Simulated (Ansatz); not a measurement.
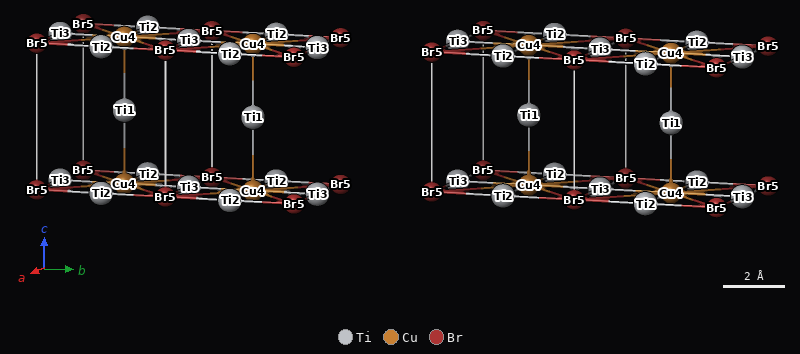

Two geometries of solid Ti$_{3}$CuBr (a generated structure, set up in P4/mmm) (coarse preliminary run), drawn at one scale. One is the start of a relaxation, the other its converged end. Style: ball-and-stick. Shown: the cell of the calculation, repeated 1 × 2 × 1 with one cell outlined, slightly off an axis.

Computed with DFT PBE, scalar-relativistic, plane waves, PAW (Ansatz 0.2.0). Set-up: plane-wave cutoff 420 eV; k-point mesh 4 × 4 × 4; occupations gaussian; smearing width 0.1 eV; collinear spin; cell and atoms relaxed; force threshold 0.04 eV/Å; at most 70 steps.

### Which of the two is the end point?

The right one is the relaxed one. After 5 accepted moves (7 points after the start) the energy has fallen by 382 meV per atom. All forces vanish by symmetry, so only the cell relaxes. The pressure goes from 21.30 to 0.05 GPa. At 2 points the geometry stayed and the basis and grid were re-selected for the new cell (energy shift of 3.7 meV per atom at most each time). No atom moves by more than 0.005 Å relative to the cell. The volume changes by +16.8 %, with a = b 4.505 → 4.987 Å (+10.7 %), c 4.887 → 4.659 Å (−4.7 %). Some distances before and after: Cu4–Br5 3.185 → 3.526 Å, Ti2–Ti3 3.185 → 3.526 Å, Ti2–Cu4 2.252 → 2.493 Å, Ti2–Br5 2.252 → 2.493 Å. The space group stays P4/mmm (No. 123). The program noted that the starting moments weren't kept.
